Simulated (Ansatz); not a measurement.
**BrH$_{2}$OSi (SMILES O[SiH+]Br) (charge +1): density, localisation and related maps**

The calculation's input:

```
crystal:
  periodic: [false, false, false]
  atoms:
    - { symbol: O, position_ang: [-1.04365, -0.19172, -0.31362] }
    - { symbol: Si, position_ang: [0.37801, 0.33322, 0.04014] }
    - { symbol: Br, position_ang: [1.85557, -0.94082, 0.91802] }
    - { symbol: H, position_ang: [-1.67162, -0.92022, -0.3331] }
    - { symbol: H, position_ang: [0.48169, 1.71954, -0.31144] }
total_charge: 1
basis:
  gaussian: { orbitals: def2-SVP }
hamiltonian:
  xc: b3lyp
  dispersion: d4
relax:
  f_tol: 0.015
  max_steps: 40
output:
  orbitals: {}
```

Launched as:

```sh
ansatz run input.yaml --threads 1 --pin off --max-ram 2048MiB --backend cpu --events-out ev --progress --plain --runs-dir out
```

The fields are those of the relaxed geometry.

Method: Ansatz, RKS B3LYP-D4/def2-SVP.

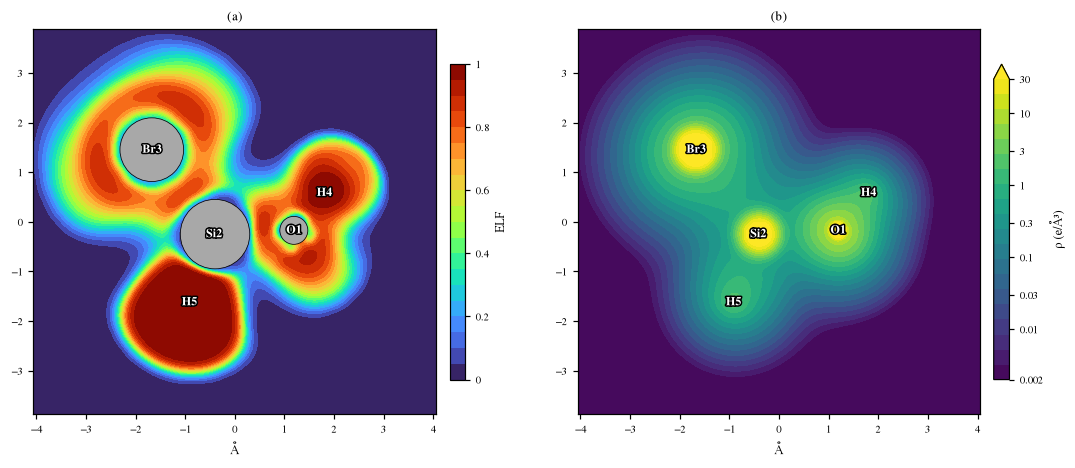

Figure 1. (a) ELF; (b) electron density on the molecular plane. Grey discs cover the atomic cores in the ELF map.

Question: Read the bonding off the picture.

Answer:
- The plane passes through O, Si, Br and H nuclei.
- Si–O (1.59 Å): ρ at the midpoint is about 1.2 e/Å³; the ELF peaks at about 0.85 between the atoms (a shared but strongly polarised pair).
- Si–Br (2.12 Å): the density is about 0.9 e/Å³ at the midpoint; the ELF peaks at about 0.85 between the atoms (a polar covalent bond).
- O–H (0.97 Å): the density is about 3.7 e/Å³ at the midpoint; the ELF climbs to about 1 towards the hydrogen, as it does in any bond to H (an ordinary covalent bond to hydrogen).
- Si–H (1.47 Å): the density is about 0.84 e/Å³ at the midpoint; the ELF climbs to about 1 towards the hydrogen.
- The ELF also peaks beside O1 and Br3, away from the bonds: lone-pair regions.

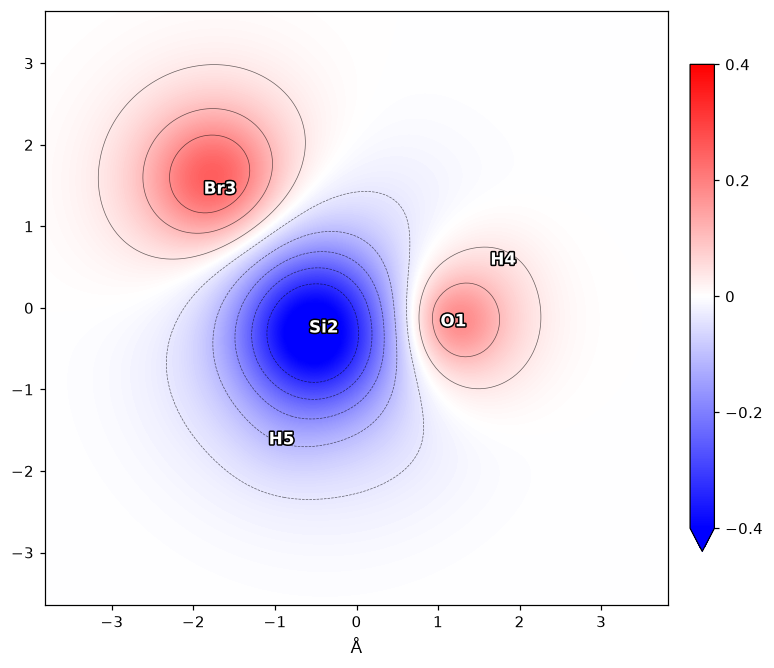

Figure 2. The LUMO on a plane 0.8 Å above the molecular plane (values in Å⁻³ᐟ²; the overall sign is arbitrary).

Question: What is the character of this orbital?

Answer: It lies mainly on Si2 (about 65 %), Br3 (about 15 %) and O1 (about 10 %); it changes sign across the molecular plane (π type). Its energy is −8.40 eV.

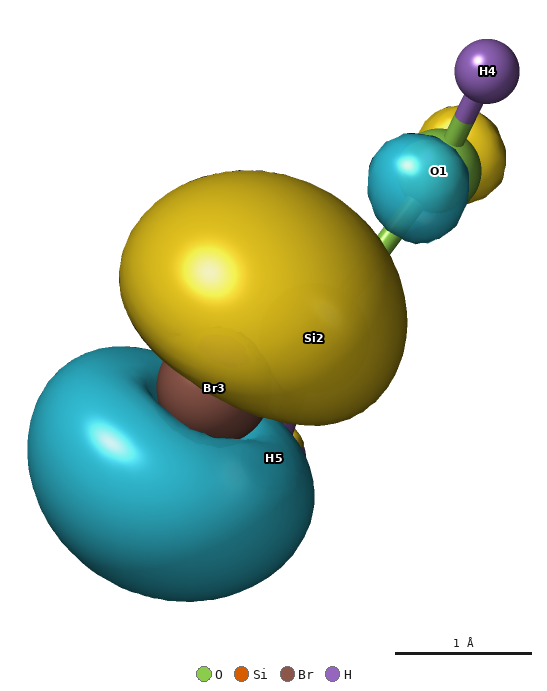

Figure 3. The HOMO at ±0.15 Å⁻³ᐟ² (yellow and cyan are the two phases), seen at an oblique angle.

Question: Where does this orbital lie, and at what energy?

Answer: By Hirshfeld shares it lies mainly on Br3 (about 85 %); it is symmetric in the molecular plane (an in-plane orbital: σ, lone-pair or in-plane π type); largely a lone pair of Br3. Its energy is −14.72 eV.
